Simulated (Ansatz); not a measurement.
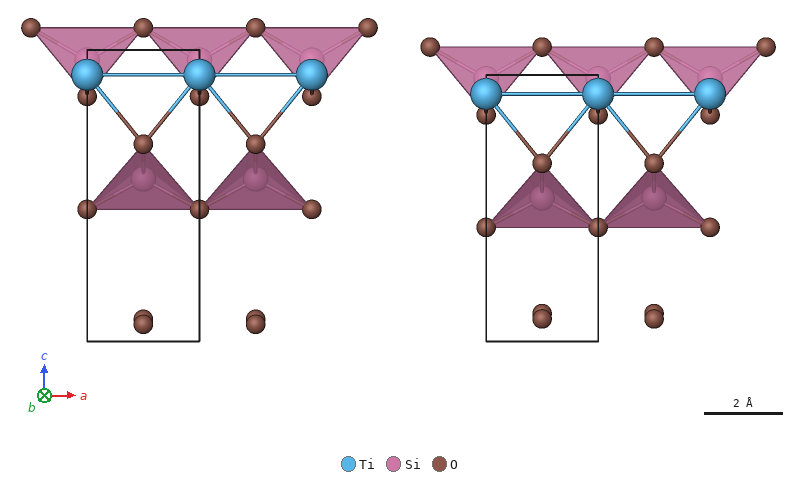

Two geometries of solid TiSi$_{3}$O$_{8}$ (built on the tetragonal host type), drawn at one scale. One is the start of a relaxation, the other its converged end. Style: polyhedral. Shown: the cell of the calculation, repeated 2 × 1 × 1 with one cell outlined, along the b axis.

Computed with DFT, r2SCAN, plane waves, PAW (Ansatz). Settings: plane-wave cutoff 500 eV; k-point mesh 8 × 4 × 4; occupations fermi dirac; smearing width 0.02 eV; no spin polarisation; cell and atoms relaxed; force threshold 0.005 eV/Å.

Which one is relaxed?

Answer. The right one is the relaxed one. The atom that moves furthest relative to the cell is an O atom (0.20 Å along +c). By element the largest moves are O 0.20 Å, Si 0.14 Å, Ti 0.09 Å. The drawn cell changes as follows: a 2.896 → 2.886 Å (−0.3 %), b 6.341 → 6.262 Å (−1.2 %), c 7.514 → 6.870 Å (−8.6 %); the volume changes by −10.0 %. Among the contacts that change: O–Ti 1.900 → 1.878 Å, O–Si 1.812 → 1.791 Å, O–Si 1.644 → 1.625 Å, O–Si 1.658 → 1.642 Å. Among the angles between lasting bonds that change: Si–O–Si 154.7° → 152.6°. The space group stays Pmm2 (No. 25). After 9 accepted moves (12 points after the start) the energy has fallen by 11.3 meV per atom. The largest force component goes from 0.5 to 0.0035 eV/Å. Pressure: −5.72 GPa at the start and −0.02 GPa at the end. The line search rejected the trial step at point 4 of the run. At 2 points the geometry stayed and the basis and grid were re-selected for the new cell (energy shift of 0.8 meV per atom at most each time). The run took 41 s on 1 × NVIDIA H100 80GB HBM3 with 2 threads of AMD EPYC 7R13 Processor (Zen 3) (shared host), peak memory 1.3 GiB.

Limits of the set-up: layers or molecules are held without a dispersion correction, so their spacing is unreliable.
